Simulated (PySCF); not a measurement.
## C2H3F3: geometry relaxation (part 2 of 2)

C2H3F3; B3LYP/6-31G*, RKS (PySCF 2.14.0). The geometry comes from this level: PBE0-D4/def2-TZVP symmetrised.

Geometry of the input (Å):
```
C  -1.2175  -0.2603  0.9291
C  -0.0445  -0.0089  0.0339
F  1.0897  -0.5020  0.5524
F  -0.2076  -0.5781  -1.1694
F  0.1545  1.3010  -0.1739
H  -1.0426  0.2189  1.8929
H  -1.3442  -1.3299  1.0679
H  -2.1149  0.1561  0.4697
```

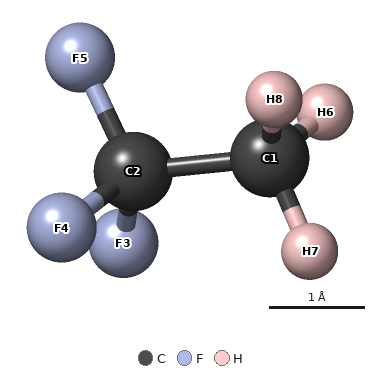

Figure 1. The geometry at step 2 of the log (ball-and-stick view, seen at a tilt; atoms are numbered from 1 in the order of the input).

## Output, continued
```
       0   C                 0.01 -0.02  0.00   -0.01 -0.01 -0.02   -0.13 -0.03  0.10
       1   C                -0.03  0.08 -0.02    0.04  0.03  0.06   -0.06 -0.01  0.04
       2   F                -0.08 -0.03 -0.08    0.04 -0.12 -0.01    0.00  0.04 -0.08
       3   F                 0.06 -0.10  0.06    0.02  0.07  0.09    0.08  0.05  0.02
       4   F                 0.03  0.11  0.03   -0.07  0.04 -0.10    0.06 -0.06 -0.04
       5   H                 0.02 -0.09  0.04   -0.19 -0.06  0.04   -0.14 -0.03  0.10
       6   H                 0.17 -0.05 -0.08    0.00 -0.02 -0.12   -0.14 -0.03  0.10
       7   H                -0.08 -0.11  0.11    0.04 -0.02 -0.14   -0.14 -0.03  0.11
Mode                                 6                   7                   8
Irrep
Freq [cm^-1]                      835.1823            992.4010            992.4280
Reduced mass [au]                   7.6657              1.8492              1.8496
Force const [Dyne/A]                3.1504              1.0730              1.0733
Char temp [K]                    1201.6414           1427.8441           1427.8829
Normal mode                   x     y     z       x     y     z       x     y     z
       0   C                 0.11  0.02 -0.08   -0.03  0.11 -0.01   -0.07 -0.02 -0.09
       1   C                -0.02 -0.00  0.01   -0.02  0.09 -0.01   -0.05 -0.02 -0.08
       2   F                -0.09  0.04 -0.05    0.05 -0.02  0.01    0.06 -0.02  0.02
       3   F                 0.02  0.05  0.10    0.00 -0.01 -0.03   -0.00  0.03  0.08
       4   F                -0.01 -0.11  0.01   -0.02 -0.08  0.02    0.01  0.01 -0.00
       5   H                 0.13  0.03 -0.09   -0.08 -0.19  0.15    0.46  0.07 -0.23
       6   H                 0.12  0.02 -0.10    0.45  0.01 -0.30    0.03  0.00  0.20
       7   H                 0.12  0.03 -0.10   -0.27 -0.20  0.18   -0.27  0.00  0.35
Mode                                 9                  10                  11
Irrep
Freq [cm^-1]                     1274.2470           1274.2957           1301.3218
Reduced mass [au]                   4.0714              4.0717              4.2704
Force const [Dyne/A]                3.8949              3.8955              4.2607
Char temp [K]                    1833.3578           1833.4277           1872.3123
Normal mode                   x     y     z       x     y     z       x     y     z
       0   C                -0.05  0.01 -0.07    0.01 -0.08 -0.01    0.03  0.01 -0.02
       1   C                 0.14 -0.01  0.18   -0.02  0.22  0.03   -0.19 -0.04  0.14
       2   F                -0.04  0.02 -0.03    0.02 -0.02  0.01    0.04 -0.01  0.00
       3   F                -0.01 -0.01 -0.05   -0.00 -0.03 -0.03    0.01 -0.01 -0.04
       4   F                -0.01  0.01 -0.01   -0.00 -0.06  0.00    0.02  0.04 -0.02
       5   H                 0.23 -0.06 -0.07    0.05  0.19 -0.14    0.21  0.07 -0.09
       6   H                 0.15  0.01  0.16   -0.20 -0.02  0.18    0.19 -0.02 -0.14
       7   H                -0.16  0.03  0.20    0.11  0.20  0.02    0.14  0.07 -0.18
Mode                                12                  13                  14
Irrep
Freq [cm^-1]                     1459.4473           1514.3676           1514.3939
Reduced mass [au]                   1.4753              1.0551              1.0551
Force const [Dyne/A]                1.8514              1.4256              1.4256
Char temp [K]                    2099.8197           2178.8378           2178.8757
Normal mode                   x     y     z       x     y     z       x     y     z
       0   C                 0.12  0.02 -0.09   -0.03  0.01 -0.03   -0.00 -0.04 -0.02
       1   C                -0.06 -0.01  0.05   -0.03  0.01 -0.03   -0.00 -0.04 -0.02
       2   F                 0.01 -0.00  0.00    0.00 -0.00  0.00   -0.00  0.00  0.00
       3   F                 0.00 -0.00 -0.01    0.00 -0.00  0.00    0.00  0.00  0.00
       4   F                 0.01  0.01 -0.00    0.00 -0.00  0.00    0.00  0.01  0.00
       5   H                -0.42 -0.17  0.11    0.00 -0.54  0.24   -0.46  0.25 -0.07
       6   H                -0.36  0.13  0.27    0.28  0.06  0.59    0.44 -0.08 -0.02
       7   H                -0.21 -0.16  0.38    0.20  0.23 -0.27    0.08  0.57  0.37
Mode                                15                  16                  17
Irrep
Freq [cm^-1]                     3088.8096           3171.2361           3171.3276
Reduced mass [au]                   1.0353              1.1045              1.1046
Force const [Dyne/A]                5.8198              6.5447              6.5452
Char temp [K]                    4444.1093           4562.7027           4562.8343
Normal mode                   x     y     z       x     y     z       x     y     z
       0   C                -0.04 -0.01  0.03    0.06 -0.02  0.07    0.00  0.08  0.03
       1   C                 0.00  0.00 -0.00    0.00 -0.00  0.00    0.00  0.00  0.00
       2   F                -0.00  0.00 -0.00   -0.00  0.00 -0.00    0.00 -0.00 -0.00
       3   F                -0.00  0.00  0.00   -0.00 -0.00 -0.00    0.00 -0.00 -0.00
       4   F                -0.00 -0.00  0.00   -0.00  0.00 -0.00   -0.00 -0.00  0.00
       5   H                -0.09 -0.25 -0.50   -0.07 -0.24 -0.46   -0.09 -0.24 -0.51
       6   H                 0.06  0.56 -0.07    0.04  0.23 -0.02   -0.09 -0.72  0.10
       7   H                 0.47 -0.22  0.24   -0.62  0.29 -0.31    0.14 -0.05  0.07
temperature 298.1500 [K]
pressure 101325.00 [Pa]
Rotational constants [GHz] 5.41776 5.14040 5.14030
Symmetry number 3
Zero-point energy (ZPE) 0.05287 [Eh]   138807.684 [J/mol]
                           tot       elec      trans        rot        vib
Entropy [J/mol/K]       286.200      0.000    164.012     96.392     25.797
Cv [J/mol/K]             68.281      0.000     12.472     12.472     43.338
Cp [J/mol/K]             76.596      0.000     20.786     12.472     43.338
Internal energy [J/mol]                      3718.434   3718.434 143961.744
Internal energy [Eh]   -377.49335  -377.55101
Enthalpy [J/mol]                             6197.391   3718.434 143961.744
Enthalpy [Eh]          -377.49240
Gibbs free energy [J/mol]                  -42702.701 -25020.732 136270.427
Gibbs free energy [Eh] -377.52490
```

## Trajectory as extended XYZ (Å, eV, eV/Å), 5 frames, from step=0 to step=4
```
8
Properties=species:S:1:pos:R:3:forces:R:3 step=0 energy=-10273.67366
C    -1.2175   -0.2603    0.9291   -0.1375   0.1546   0.0624
C    -0.0445   -0.0089    0.0339   -0.0225  -0.0263   0.0193
F     1.0897   -0.5020    0.5524    0.4534  -0.2361   0.2849
F    -0.2076   -0.5781   -1.1694   -0.1399  -0.2704  -0.4988
F     0.1545    1.3010   -0.1739    0.0087   0.5637  -0.0310
H    -1.0426    0.2189    1.8929   -0.0410   0.0079   0.0812
H    -1.3442   -1.3299    1.0679   -0.0449  -0.2100   0.0606
H    -2.1149    0.1561    0.4697   -0.0766   0.0161   0.0210
8
Properties=species:S:1:pos:R:3:forces:R:3 step=1 energy=-10273.68592
C    -1.2188   -0.2590    0.9294    0.0032   0.0062  -0.0156
C    -0.0361   -0.0081    0.0272   -0.1436  -0.0304   0.1114
F     1.1022   -0.5078    0.5574    0.0163   0.0187  -0.0500
F    -0.2092   -0.5844   -1.1830    0.0509   0.0215  -0.0036
F     0.1556    1.3141   -0.1754    0.0440  -0.0127  -0.0326
H    -1.0503    0.2182    1.8977    0.0108  -0.0021  -0.0027
H    -1.3496   -1.3340    1.0732    0.0085  -0.0026  -0.0001
H    -2.1216    0.1565    0.4754    0.0093   0.0008  -0.0073
8
Properties=species:S:1:pos:R:3:forces:R:3 step=2 energy=-10273.68633
C    -1.2206   -0.2593    0.9305    0.0161   0.0030  -0.0170
C    -0.0384   -0.0084    0.0288   -0.0001  -0.0037   0.0011
F     1.1027   -0.5069    0.5542   -0.0055  -0.0054   0.0135
F    -0.2063   -0.5830   -1.1831   -0.0147  -0.0056   0.0010
F     0.1584    1.3127   -0.1775   -0.0109   0.0068   0.0081
H    -1.0509    0.2178    1.8985    0.0041  -0.0016  -0.0030
H    -1.3504   -1.3347    1.0742    0.0052   0.0066  -0.0020
H    -2.1229    0.1564    0.4757    0.0053  -0.0007  -0.0021
8
Properties=species:S:1:pos:R:3:forces:R:3 step=3 energy=-10273.68638
C    -1.2201   -0.2592    0.9299    0.0002   0.0015  -0.0021
C    -0.0389   -0.0087    0.0289   -0.0016  -0.0020   0.0016
F     1.1017   -0.5076    0.5552    0.0027  -0.0013   0.0011
F    -0.2079   -0.5835   -1.1826   -0.0007  -0.0011  -0.0035
F     0.1573    1.3127   -0.1767    0.0007   0.0036  -0.0005
H    -1.0497    0.2179    1.8978   -0.0009  -0.0010   0.0006
H    -1.3493   -1.3345    1.0735   -0.0005   0.0004   0.0013
H    -2.1220    0.1565    0.4748   -0.0004  -0.0008   0.0011
8
Properties=species:S:1:pos:R:3:forces:R:3 step=4 energy=-10273.68638
C    -1.2202   -0.2593    0.9299    0.0004   0.0005  -0.0010
C    -0.0389   -0.0088    0.0287   -0.0008  -0.0007   0.0007
F     1.1017   -0.5079    0.5550   -0.0001  -0.0004  -0.0004
F    -0.2081   -0.5836   -1.1829   -0.0001   0.0001  -0.0003
F     0.1574    1.3126   -0.1768    0.0004   0.0005  -0.0001
H    -1.0498    0.2177    1.8978    0.0000  -0.0002   0.0002
H    -1.3495   -1.3345    1.0736   -0.0001  -0.0002   0.0004
H    -2.1222    0.1564    0.4749   -0.0001  -0.0002   0.0001
```

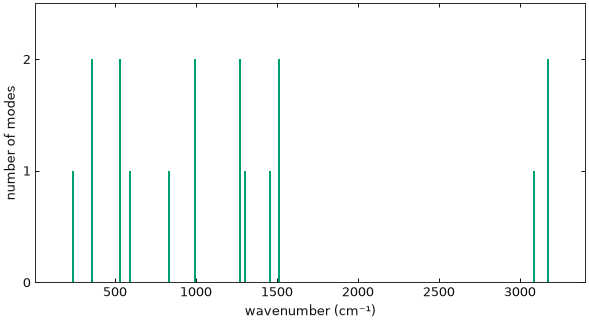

Figure 2. Harmonic vibrational wavenumbers from the force constants; neighbouring modes closer than 13 cm⁻¹ are counted in one stick. 18 modes from 242 to 3171 cm⁻¹, none imaginary.

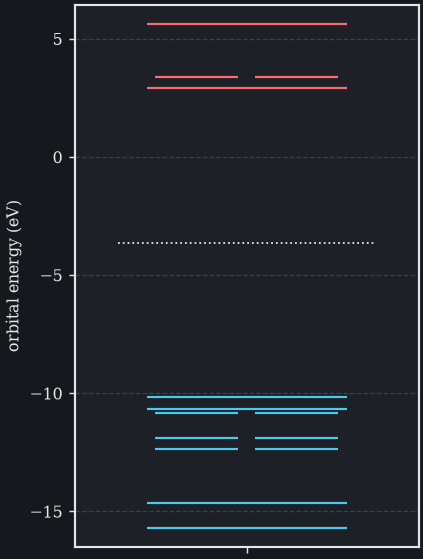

Figure 3. Orbital energies near the frontier; the dotted line parts filled from empty levels, and levels within 0.02 eV of each other stand side by side. Highest filled −10.17 eV, lowest empty 2.90 eV, 13.07 eV apart.

## Results in brief

- outcome: converged
- total energy: −377.551011 hartree
- basis functions: 76
- HOMO: −10.17 eV
- LUMO: 2.90 eV
- zero-point energy: 0.052869 hartree
- dipole moment: 2.04 D
- wavenumbers, lowest and highest: 242 and 3171 cm⁻¹
- wall time: 3.7 min
- peak memory: 1.1 GiB

The record of the run, not the program, notes: symmetry number missed.
